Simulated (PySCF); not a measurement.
# [PH2]− (phosphanide): levels of theory compared

Wanted: a comparison of 4 runs (B3LYP/6-31G*, UMP2/6-31G*, QCISD(T)/6-31G*, CCSD(T)/6-31G*) of [PH2]− (phosphanide). Input form: a Python script.

The calculation is run with PySCF 2.14.0.

2 further runs of the same task are left out: 2 set aside as unsound or not needed.

## (1) The molecule

[PH2]− has 3 atoms, charge -1, and is taken as a singlet. As SMILES, `[PH2-]`. The P1–H3 distance was set to 2.421 Å, away from the relaxed value. At this shape a bond of the SMILES string is far longer than usual.

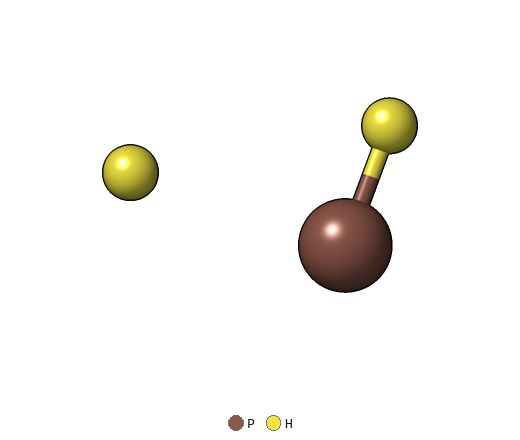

The structure, seen from a chosen angle (phosphorus brown, hydrogen yellow).

## (2) The energy at B3LYP/6-31G(d) (spherical functions) (run 1)

run.py reads:

```python
from pyscf import gto, dft

mol = gto.M(
    atom='''
P        1.381654       0.028875       0.769233
H        0.988324       1.312675       0.689313
H       -0.604500      -0.696650      -0.410180
''',
    charge=-1,
    max_memory=1860,
    basis='6-31g*',
    verbose=4,
)

mf = dft.RKS(mol)
mf.xc = 'b3lyp'
mf.grids.level = 5
mf.conv_tol = 1e-10
mf.kernel()
if not mf.converged:
    mf = mf.newton().run(mf.mo_coeff, mf.mo_occ)

e_final = mf.e_tot
print(f'total energy: {e_final:.8f} hartree')
```

The run is started by

```
OMP_NUM_THREADS=1 python run.py
```

The log of the run:

```text
PySCF version 2.14.0

[INPUT] num. atoms = 3
[INPUT] num. electrons = 18
[INPUT] charge = -1
[INPUT] spin (= nelec alpha-beta = 2S) = 0
[INPUT] symmetry False subgroup None
[INPUT] Mole.unit = angstrom
[INPUT] Symbol           X                Y                Z      unit          X                Y                Z       unit  Magmom
[INPUT]  1 P      1.381654000000   0.028875000000   0.769233000000 AA    2.610947658910   0.054565841847   1.453639695978 Bohr   0.0
[INPUT]  2 H      0.988324000000   1.312675000000   0.689313000000 AA    1.867661682335   2.480596240563   1.302612784102 Bohr   0.0
[INPUT]  3 H     -0.604500000000  -0.696650000000  -0.410180000000 AA   -1.142339442300  -1.316477704678  -0.775127861774 Bohr   0.0

nuclear repulsion = 9.36933365490952
number of shells = 12
number of NR pGTOs = 59
number of NR cGTOs = 22
basis = 6-31g*
ecp = {}

******** <class 'pyscf.dft.rks.RKS'> ********
method = RKS
initial guess = minao
damping factor = 0
level_shift factor = 0
DIIS = <class 'pyscf.scf.diis.CDIIS'>
diis_start_cycle = 1
diis_space = 8
diis_damp = 0
SCF conv_tol = 1e-10
SCF conv_tol_grad = None
SCF max_cycles = 50
direct_scf = True
direct_scf_tol = 1e-13
XC library pyscf.dft.libxc version 7.0.0
    S. Lehtola, C. Steigemann, M. J.T. Oliveira, and M. A.L. Marques.,  SoftwareX 7, 1–5 (2018)
XC functionals = b3lyp
    P. J. Stephens, F. J. Devlin, C. F. Chabalowski, and M. J. Frisch.,  J. Phys. Chem. 98, 11623 (1994)
radial grids:
    Treutler-Ahlrichs [JCP 102, 346 (1995); DOI:10.1063/1.469408] (M4) radial grids

becke partition: Becke, JCP 88, 2547 (1988); DOI:10.1063/1.454033
pruning grids: <function nwchem_prune>
grids dens level: 5
symmetrized grids: False
atomic radii adjust function: <function treutler_atomic_radii_adjust>
small_rho_cutoff = 0
Set gradient conv threshold to 1e-05
Initial guess from minao.
tot grids = 90672
init E= -342.210773690862
  HOMO = -0.203719131011032  LUMO = -0.133178850004373  gap/eV = 1.91950
cycle= 1 E= -342.386510881544  delta_E= -0.176  |g|= 0.318  |ddm|= 1.46
  HOMO = 0.138511857457104  LUMO = 0.192492162230115  gap/eV = 1.46888
cycle= 2 E= -342.33073998258  delta_E= 0.0558  |g|= 0.426  |ddm|= 1.34
  HOMO = 0.0554112402055633  LUMO = 0.147504992995422  gap/eV = 2.50600
cycle= 3 E= -342.438377693792  delta_E= -0.108  |g|= 0.0423  |ddm|= 0.84
  HOMO = 0.0527154485317098  LUMO = 0.139285921623505  gap/eV = 2.35570
cycle= 4 E= -342.439147601097  delta_E= -0.00077  |g|= 0.0258  |ddm|= 0.122
  HOMO = 0.0523153958809008  LUMO = 0.142015064927743  gap/eV = 2.44085
cycle= 5 E= -342.439585659522  delta_E= -0.000438  |g|= 0.00149  |ddm|= 0.0455
  HOMO = 0.052302009657931  LUMO = 0.142216309784566  gap/eV = 2.44669
cycle= 6 E= -342.439586803776  delta_E= -1.14e-06  |g|= 0.000224  |ddm|= 0.00287
  HOMO = 0.0522840193838725  LUMO = 0.142183196837992  gap/eV = 2.44628
cycle= 7 E= -342.439586834369  delta_E= -3.06e-08  |g|= 3.73e-05  |ddm|= 0.000515
  HOMO = 0.0522801881595978  LUMO = 0.142179107580125  gap/eV = 2.44627
cycle= 8 E= -342.439586834962  delta_E= -5.93e-10  |g|= 8.81e-06  |ddm|= 7.03e-05
  HOMO = 0.0522792070094744  LUMO = 0.1421791286349  gap/eV = 2.44630
cycle= 9 E= -342.439586835003  delta_E= -4.12e-11  |g|= 1.48e-06  |ddm|= 1.55e-05
  HOMO = 0.05227951776572  LUMO = 0.142179024861899  gap/eV = 2.44629
Extra cycle  E= -342.439586835  delta_E= 3.18e-12  |g|= 2.37e-06  |ddm|= 6.29e-06
converged SCF energy = -342.439586835
total energy: -342.43958683 hartree
```

It took 1.6 s on 1 thread of Arm Neoverse V2, shared host; peak memory 0.18 GiB.

## (3) A single-point energy at UMP2/6-31G(d) (spherical functions) (run 2)

geometry.xyz reads:

```xyz
3

P      1.381654     0.028875     0.769233
H      0.988324     1.312675     0.689313
H     -0.604500    -0.696650    -0.410180
```

run.py reads:

```python
from pyscf import gto, scf, mp

mol = gto.Mole()
mol.atom = 'geometry.xyz'
mol.verbose = 3
mol.basis = '6-31g*'
mol.spin = 0
mol.max_memory = 1860
mol.charge = -1
mol.build()

myscf = scf.UHF(mol)
myscf.conv_tol = 1e-10
myscf.kernel()
if not myscf.converged:
    myscf = myscf.newton().run(myscf.mo_coeff, myscf.mo_occ)
for _ in range(3):
    mo, _, stable, _ = myscf.stability(return_status=True)
    if stable:
        break
    myscf.kernel(myscf.make_rdm1(mo, myscf.mo_occ))

pt = mp.MP2(myscf, frozen=5).run()
etot = pt.e_tot
print('E = %.10f Eh' % etot)
```

The run is started by

```
OMP_NUM_THREADS=1 python run.py
```

The log of the run:

```text
converged SCF energy = -341.736726445361  <S^2> = 3.4922465e-10  2S+1 = 1
<class 'pyscf.scf.uhf.UHF'> wavefunction has an internal instability
converged SCF energy = -341.752302259196  <S^2> = 0.64216571  2S+1 = 1.8890905
<class 'pyscf.scf.uhf.UHF'> wavefunction is stable in the internal stability analysis
E(UMP2) = -341.840791233348  E_corr = -0.0884889741514901
E(SCS-UMP2) = -341.843695085282  E_corr = -0.0913928260854536
E = -341.8407912333 Eh
```

Wall time 0.72 s (1 thread of Arm Neoverse V2, shared host); peak memory 0.12 GiB.

Run 3 isn't shown in full; the table further down has it.

## (4) The energy at CCSD(T)/6-31G(d) (spherical functions) (run 4)

run.py reads:

```python
from pyscf import gto, scf, cc

mol = gto.Mole()
mol.atom = '''
P    1.381654   0.028875   0.769233
H    0.988324   1.312675   0.689313
H   -0.604500  -0.696650  -0.410180
'''
mol.verbose = 3
mol.max_memory = 1860
mol.charge = -1
mol.basis = '6-31g*'
mol.spin = 0
mol.build()

calc0 = scf.RHF(mol)
calc0.conv_tol = 1e-10
calc0.kernel()
if not calc0.converged:
    calc0 = calc0.newton().run(calc0.mo_coeff, calc0.mo_occ)

mycc = cc.CCSD(calc0, frozen=5)
mycc.kernel()
e_t = mycc.ccsd_t()
e_final = mycc.e_tot + e_t
print('Final energy', e_final)
```

The run is started by

```
OMP_NUM_THREADS=1 python run.py
```

The log of the run:

```text
converged SCF energy = -341.73672644538
E(CCSD) = -341.8781718830969  E_corr = -0.1414454377164697
CCSD(T) correction = -0.00557876567292087
Final energy -341.8837506487698
```

Wall time 0.64 s (1 thread of Arm Neoverse V2, shared host); peak memory 0.1 GiB.

## (5) All runs side by side

| run | level | integration grid | frozen core orbitals | energy (Eh) | HOMO energy (eV) | LUMO energy (eV) | HOMO–LUMO gap (eV) | wall time |
| --- | --- | --- | --- | --- | --- | --- | --- | --- |
| 1 | B3LYP/6-31G* (spherical functions) | 5 | – | -342.439587 | 1.42 | 3.87 | 2.45 | 1.6 s |
| 2 | UMP2/6-31G* (spherical functions) | – | 5 | -341.840791 | -0.68 | 8.23 | 8.92 | 0.72 s |
| 3 | QCISD(T)/6-31G* (spherical functions) | – | 5 | -341.883903 | -1.59 | 7.25 | 8.84 | 0.64 s |
| 4 | CCSD(T)/6-31G* (spherical functions) | – | 5 | -341.883751 | -1.59 | 7.25 | 8.84 | 0.64 s |

## (6) Outcome

```
                                                    quantity          value
                                         run 4: total energy  -341.88375 Eh
                  run 4: HOMO energy (Hartree–Fock orbitals)       -1.59 eV
                  run 4: LUMO energy (Hartree–Fock orbitals)        7.25 eV
run 4: HOMO–LUMO gap (to an unbound level, set by the basis)        8.84 eV
          run 4: correlation energy (5 core orbitals frozen)     -147.0 mEh
                                       run 4: (T) correction      -5.58 mEh
                                        run 4: T1 diagnostic          0.040
```

In run 1 the HOMO lies above zero, so the outermost electron may be held by the basis alone. In runs 3, 4 the T1 diagnostic is large, so a single reference may not serve. Spin contamination of the reference: run 2 ⟨S²⟩ = 0.64. Where it is this large, the reference is a mixture of spin states, and values that rest on it are in doubt. All runs together took 3.6 s, the longest 1.6 s.
